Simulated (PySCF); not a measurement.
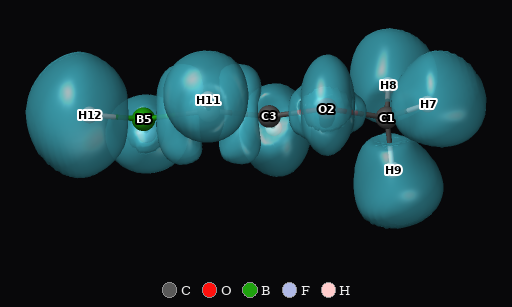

*C$_{3}$H$_{6}$BFO. Isosurface of the ELF at 0.75 (cyan), seen from one side. Only the valence region is drawn (cores and ρ < 0.01 e/Å³ removed).*

Geometry: GFN2-xTB.

Method: B3LYP/def2-SVPD, SCF density, gas phase in PySCF 2.14.0.

Input file:

```
{"job": {"kind": "uv", "xc": "B3LYP", "basis": "def2-SVPD", "nstates": 8, "ntriplets": 3}, "charge": 0, "multiplicity": 1}
C     -2.197398     0.494588     0.424943
O     -1.091977    -0.354578     0.640658
C      0.044218    -0.042256     0.001446
C      1.178127    -0.749485     0.142029
B      2.462932    -0.386642    -0.601670
F      2.460478     0.662589    -1.418662
H     -3.044633     0.031857     0.927654
H     -2.417718     0.597877    -0.641717
H     -2.020161     1.486637     0.852000
H      0.008801     0.823905    -0.654081
H      1.140418    -1.596698     0.812568
H      3.478112    -0.968480    -0.511196
```

Command:

```sh
OMP_NUM_THREADS=1 python probes_run.py task.json out
```

What do the ELF domains correspond to?

The surface consists of one region between bonded B–C atoms (shared pairs), one region between bonded C–C atoms (shared pairs), six regions around hydrogen nuclei, one region on F in which the atom's valence shell and bonds are merged and one region on O in which the atom's valence shell and bonds are merged. Along the contacts the grid gives the following. B–F (1.33 Å): the ELF peaks at about 0.85 between the atoms (a polar covalent bond). C–O (1.34 Å): the ELF peaks at about 0.90 between the atoms, as expected for a polar covalent bond.
